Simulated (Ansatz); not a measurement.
**CH5Ge: geometry relaxation**

CH5Ge, multiplicity 2, computed with HF/STO-3G, UHF (Ansatz 0.2.0).

The geometry comes from this level: PBE0-D4/def2-TZVP. Figures and captions count atoms from 1; the log counts them from 0 in places.

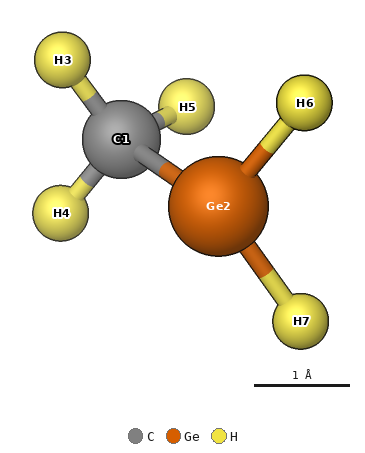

*The input geometry (ball-and-stick view, seen at a tilt; atoms are numbered from 1 in the order of the input). Sticks mark near contacts.*

## Results in brief

| quantity | value |
| --- | --- |
| outcome | converged |
| total energy | −2092.042292 hartree |
| basis functions | 28 |
| largest force | 0.000 eV/Å |
| ⟨S²⟩ | 0.753 |
| SCF solution under orbital rotations | stable |
| HOMO (either spin) | −6.52 eV |
| LUMO (either spin) | 5.53 eV |
| dipole moment | 0.53 D |
| hardware | 1 thread of AMD EPYC (Zen 5), 16 GiB of memory available, shared host |
| wall time | 1.3 s |
| peak memory | 0.1 GiB |

## The input
```yaml
crystal:
  periodic: [false, false, false]
  atoms:
    - {symbol: C, position_ang: [-0.247600, -0.809300, -0.206400]}
    - {symbol: Ge, position_ang: [0.396000, 0.824800, 0.663000]}
    - {symbol: H, position_ang: [-1.153200, -1.166400, 0.283800]}
    - {symbol: H, position_ang: [0.513100, -1.588100, -0.157000]}
    - {symbol: H, position_ang: [-0.473200, -0.603400, -1.255600]}
    - {symbol: H, position_ang: [-0.673100, 1.940800, 0.621200]}
    - {symbol: H, position_ang: [1.699200, 1.333700, 0.005300]}
basis:
  gaussian:
    orbitals: STO-3G
magnetization:
  spin_polarized: true
  initial_magnetization: 1
hamiltonian:
  xc: hf
relax:
  f_tol: 0.002
output:
  orbitals: {seedname: orbitals}
```

Run as:
```bash
ansatz run input.yaml --threads 1 --pin off --max-ram 3480MiB --events-out events.jsonl --progress --plain --runs-dir runs
```

## The program's output
```
The last accepted step is kept in runs//last_step.txt (removed where the run ends without a failure and the disk answers)
Functional definition: HF
  name "HF"
  exchange = exact_x
  correlation = 0
334 factors; integrals over basis functions are off by at most 1.4e-5 eV
mean field evaluation 1: about -56926.4931 eV, gradient 6.3e0 eV
mean field evaluation 2: about -56926.5250 eV, gradient 6.3e0 eV
mean field evaluation 4: about -56927.0403 eV, gradient 6.4e-1 eV
mean field evaluation 8: about -56927.0506 eV, gradient 4.8e-3 eV
mean field -56927.05061324 eV, -2092.0305234959 hartree, gradient 2.0e-5 eV, S^2 0.752792; 0 other end points of the search recorded, 0 dependent functions left out
the calculation of the forces begins
reference -56927.05061324 eV, -2092.0305234959 hartree; 22, 21 occupied and 6, 7 virtual orbitals, 334 factors
relax step   1: F+E_penalty+E_count = -56927.05061324 eV  Δ(F+E_penalty+E_count) = +0.000e0 eV  max|allowed force component| = 1.896e0 eV/Å  Δτ_max = 0.0000 Å  (29 SCF iters, accepted)
these checks for a lower state are left out or cut short: starts, cluster_reference, orbital_swaps, neighbouring_geometries, increment
334 factors; integrals over basis functions are off by at most 2.2e-5 eV
mean field evaluation 16: about -56927.3402 eV, gradient 4.4e-5 eV
mean field -56927.34022560 eV, -2092.0411665535 hartree, gradient 4.4e-5 eV, S^2 0.752422; 0 other end points of the search recorded, 0 dependent functions left out
the calculation of the forces begins
reference -56927.34022560 eV, -2092.0411665535 hartree; 22, 21 occupied and 6, 7 virtual orbitals, 334 factors
relax step   2: F+E_penalty+E_count = -56927.34022560 eV  Δ(F+E_penalty+E_count) = -2.896e-1 eV  max|allowed force component| = 8.700e-1 eV/Å  Δτ_max = 0.1426 Å  (29 SCF iters, accepted)
these checks for a lower state are left out or cut short: starts, cluster_reference, orbital_swaps, neighbouring_geometries, increment
334 factors; integrals over basis functions are off by at most 1.8e-5 eV
mean field -56927.36931312 eV, -2092.0422355005 hartree, gradient 5.0e-5 eV, S^2 0.752902; 0 other end points of the search recorded, 0 dependent functions left out
the calculation of the forces begins
reference -56927.36931312 eV, -2092.0422355005 hartree; 22, 21 occupied and 6, 7 virtual orbitals, 334 factors
relax step   3: F+E_penalty+E_count = -56927.36931312 eV  Δ(F+E_penalty+E_count) = -2.909e-2 eV  max|allowed force component| = 8.534e-2 eV/Å  Δτ_max = 0.0522 Å  (23 SCF iters, accepted)
these checks for a lower state are left out or cut short: starts, cluster_reference, orbital_swaps, neighbouring_geometries, increment
334 factors; integrals over basis functions are off by at most 1.8e-5 eV
mean field -56927.37074970 eV, -2092.0422882935 hartree, gradient 4.2e-5 eV, S^2 0.752933; 0 other end points of the search recorded, 0 dependent functions left out
the calculation of the forces begins
reference -56927.37074970 eV, -2092.0422882935 hartree; 22, 21 occupied and 6, 7 virtual orbitals, 334 factors
relax step   4: F+E_penalty+E_count = -56927.37074970 eV  Δ(F+E_penalty+E_count) = -1.437e-3 eV  max|allowed force component| = 2.645e-2 eV/Å  Δτ_max = 0.0114 Å  (23 SCF iters, accepted)
these checks for a lower state are left out or cut short: starts, cluster_reference, orbital_swaps, neighbouring_geometries, increment
334 factors; integrals over basis functions are off by at most 1.8e-5 eV
mean field -56927.37083680 eV, -2092.0422914944 hartree, gradient 4.3e-5 eV, S^2 0.752956; 0 other end points of the search recorded, 0 dependent functions left out
the calculation of the forces begins
reference -56927.37083680 eV, -2092.0422914944 hartree; 22, 21 occupied and 6, 7 virtual orbitals, 334 factors
relax step   5: F+E_penalty+E_count = -56927.37083680 eV  Δ(F+E_penalty+E_count) = -8.710e-5 eV  max|allowed force component| = 6.306e-3 eV/Å  Δτ_max = 0.0045 Å  (24 SCF iters, accepted)
these checks for a lower state are left out or cut short: starts, cluster_reference, orbital_swaps, neighbouring_geometries, increment
334 factors; integrals over basis functions are off by at most 1.8e-5 eV
mean field evaluation 32: about -56927.3389 eV, gradient 7.5e-2 eV
mean field -56927.37084188 eV, -2092.0422916812 hartree, gradient 4.3e-5 eV, S^2 0.752960; 0 other end points of the search recorded, 0 dependent functions left out
the calculation of the forces begins
reference -56927.37084188 eV, -2092.0422916812 hartree; 22, 21 occupied and 6, 7 virtual orbitals, 334 factors
relax step   6: F+E_penalty+E_count = -56927.37084188 eV  Δ(F+E_penalty+E_count) = -5.083e-6 eV  max|allowed force component| = 2.056e-3 eV/Å  Δτ_max = 0.0014 Å  (24 SCF iters, accepted)
these checks for a lower state are left out or cut short: starts, cluster_reference, orbital_swaps, neighbouring_geometries, increment
334 factors; integrals over basis functions are off by at most 1.8e-5 eV
mean field -56927.37084219 eV, -2092.0422916925 hartree, gradient 4.3e-5 eV, S^2 0.752960; 0 other end points of the search recorded, 0 dependent functions left out
the calculation of the forces begins
reference -56927.37084219 eV, -2092.0422916925 hartree; 22, 21 occupied and 6, 7 virtual orbitals, 334 factors
relax step   7: F+E_penalty+E_count = -56927.37084219 eV  Δ(F+E_penalty+E_count) = -3.064e-7 eV  max|allowed force component| = 3.325e-4 eV/Å  Δτ_max = 0.0006 Å  (24 SCF iters, accepted)
```

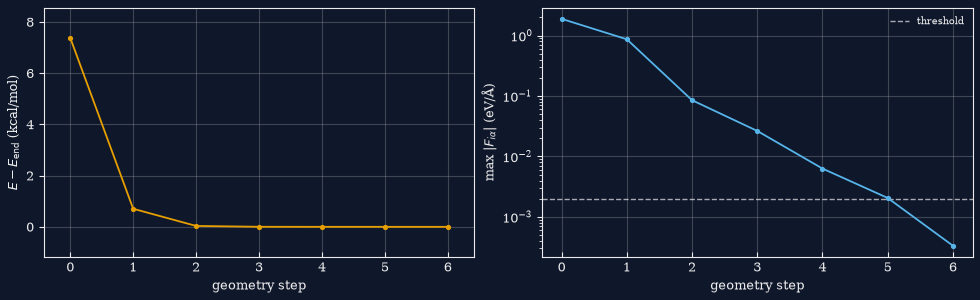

*Progress of the relaxation, step by step (the first geometry is step 0 here and step 1 in the log).*

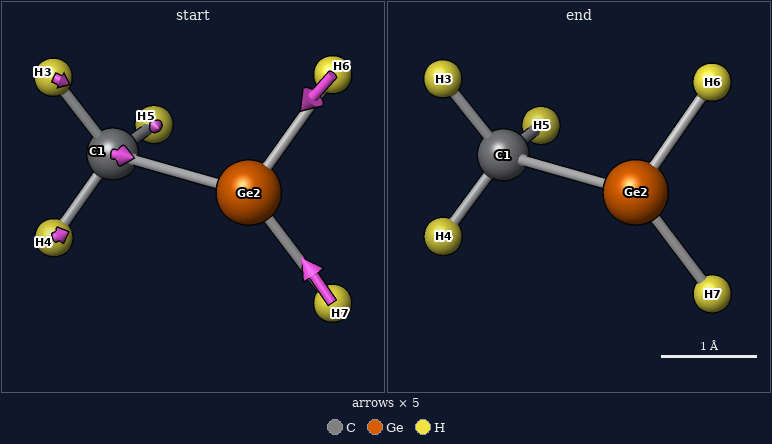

*Before (left) and after (right) the relaxation, at one scale (ball-and-stick view, seen at a tilt). The pink arrows give the displacements, magnified 5 times.*

The largest moves after the best rigid fit, 0.12 Å, are those of H6 and H7. By element the largest moves are H 0.12 Å, C 0.06 Å, Ge 0.01 Å. Distances before and after: Ge2–H6 1.546 → 1.428 Å, C1–Ge2 1.960 → 1.907 Å, C1–H3 1.090 → 1.082 Å. Over 6 geometry steps the energy falls by 7.38 kcal/mol. The largest force component goes from 1.9 to 0.00033 eV/Å. (Atoms are counted from 1 in the order of the input.)

```
334 factors; integrals over basis functions are off by at most 1.8e-5 eV
mean field -56927.37084219 eV, -2092.0422916925 hartree, gradient 4.3e-5 eV, S^2 0.752960; 1 other end points of the search recorded, 0 dependent functions left out
the calculation of the forces begins
reference -56927.37084219 eV, -2092.0422916925 hartree; 22, 21 occupied and 6, 7 virtual orbitals, 334 factors
Total energy: -56927.37084219 eV, -2092.0422916925 hartree
Atom 0 at    -0.230583    -0.757918    -0.191779 Å, force    -0.000137    -0.000333    -0.000095 eV/Å
Atom 1 at     0.396165     0.832328     0.653324 Å, force     0.000004    -0.000284    -0.000134 eV/Å
Atom 2 at    -1.130647    -1.133860     0.277031 Å, force     0.000107     0.000184    -0.000001 eV/Å
Atom 3 at     0.505654    -1.550181    -0.153026 Å, force    -0.000027     0.000170     0.000125 eV/Å
Atom 4 at    -0.462462    -0.589544    -1.237001 Å, force     0.000116     0.000123     0.000080 eV/Å
Atom 5 at    -0.607127     1.845883     0.590295 Å, force     0.000041     0.000049     0.000045 eV/Å
Atom 6 at     1.590201     1.285392     0.015456 Å, force    -0.000103     0.000092    -0.000021 eV/Å
Dipole moment:     0.023698    -0.016638     0.106786 e Å
```

## Trajectory as extended XYZ (Å, eV, eV/Å), 7 frames, from step=1 to step=7
```
7
Properties=species:S:1:pos:R:3:forces:R:3 step=1 energy=-56927.05061
C    -0.2476   -0.8093   -0.2064    0.3531   1.1139   0.2935
Ge    0.3960    0.8248    0.6630    0.0947   1.3914  -1.0077
H    -1.1532   -1.1664    0.2838    0.3015  -0.0132  -0.2716
H     0.5131   -1.5881   -0.1570   -0.3586   0.1509  -0.0960
H    -0.4732   -0.6034   -1.2556    0.0187  -0.3196   0.3721
H    -0.6731    1.9408    0.6212    1.4864  -1.5952  -0.0841
H     1.6992    1.3337    0.0053   -1.8957  -0.7283   0.7938
7
Properties=species:S:1:pos:R:3:forces:R:3 step=2 energy=-56927.34023
C    -0.2295   -0.7522   -0.1925    0.0643  -0.1195   0.3604
Ge    0.4060    0.8196    0.7058   -0.1852   0.1599  -0.8700
H    -1.1291   -1.1319    0.2751   -0.0043  -0.0363  -0.0354
H     0.5060   -1.5458   -0.1570   -0.0294  -0.0304  -0.0285
H    -0.4628   -0.5823   -1.2376    0.0600   0.1753   0.0578
H    -0.5944    1.8384    0.5607    0.0112  -0.0647   0.2675
H     1.5651    1.2863   -0.0002    0.0834  -0.0844   0.2482
7
Properties=species:S:1:pos:R:3:forces:R:3 step=3 energy=-56927.36931
C    -0.2301   -0.7619   -0.1857    0.0142   0.0853  -0.0283
Ge    0.3969    0.8344    0.6566   -0.0152  -0.0804   0.0174
H    -1.1325   -1.1434    0.2740   -0.0029   0.0402   0.0320
H     0.5028   -1.5576   -0.1580    0.0347   0.0306   0.0222
H    -0.4585   -0.5761   -1.2280   -0.0258  -0.0539  -0.0467
H    -0.6043    1.8485    0.5825   -0.0275  -0.0047   0.0083
H     1.5869    1.2882    0.0128    0.0225  -0.0172  -0.0049
7
Properties=species:S:1:pos:R:3:forces:R:3 step=4 energy=-56927.37075
C    -0.2304   -0.7585   -0.1901    0.0050   0.0265  -0.0065
Ge    0.3962    0.8327    0.6552   -0.0066  -0.0156  -0.0113
H    -1.1305   -1.1360    0.2774    0.0017   0.0035   0.0014
H     0.5060   -1.5507   -0.1549    0.0007   0.0036   0.0019
H    -0.4623   -0.5846   -1.2346   -0.0040  -0.0190   0.0023
H    -0.6078    1.8455    0.5865    0.0048  -0.0004   0.0054
H     1.5901    1.2836    0.0149   -0.0016   0.0014   0.0068
7
Properties=species:S:1:pos:R:3:forces:R:3 step=5 energy=-56927.37084
C    -0.2306   -0.7579   -0.1915    0.0010   0.0063  -0.0023
Ge    0.3958    0.8326    0.6538   -0.0022  -0.0056  -0.0041
H    -1.1300   -1.1347    0.2778   -0.0002  -0.0015   0.0001
H     0.5063   -1.5495   -0.1542   -0.0006  -0.0015   0.0005
H    -0.4636   -0.5885   -1.2364    0.0005  -0.0025   0.0034
H    -0.6075    1.8459    0.5884    0.0022   0.0020   0.0010
H     1.5907    1.2841    0.0164   -0.0006   0.0028   0.0014
7
Properties=species:S:1:pos:R:3:forces:R:3 step=6 energy=-56927.37084
C    -0.2306   -0.7579   -0.1918    0.0000   0.0002   0.0001
Ge    0.3960    0.8324    0.6534   -0.0005  -0.0021  -0.0004
H    -1.1304   -1.1341    0.2773    0.0001   0.0001   0.0001
H     0.5058   -1.5500   -0.1534    0.0000   0.0001   0.0003
H    -0.4629   -0.5894   -1.2369    0.0002   0.0003   0.0001
H    -0.6071    1.8460    0.5898   -0.0002   0.0007   0.0001
H     1.5904    1.2851    0.0159    0.0005   0.0007  -0.0003
7
Properties=species:S:1:pos:R:3:forces:R:3 step=7 energy=-56927.37084
C    -0.2306   -0.7579   -0.1918   -0.0001  -0.0003  -0.0001
Ge    0.3962    0.8323    0.6533    0.0000  -0.0003  -0.0001
H    -1.1306   -1.1339    0.2770    0.0001   0.0002   0.0000
H     0.5057   -1.5502   -0.1530    0.0000   0.0002   0.0001
H    -0.4625   -0.5895   -1.2370    0.0001   0.0001   0.0001
H    -0.6071    1.8459    0.5903    0.0000   0.0000   0.0000
H     1.5902    1.2854    0.0155   -0.0001   0.0001   0.0000
```

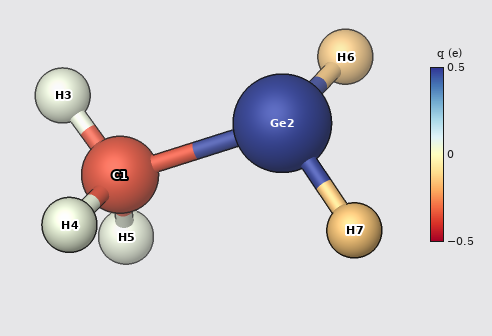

*Mulliken charges, as the colour of each atom (ball-and-stick view, seen at a tilt; atoms are numbered from 1 in the order of the input; Mulliken charges depend strongly on the basis).*

By element: C −0.35, Ge +0.48 and H −0.14 to +0.05 e.
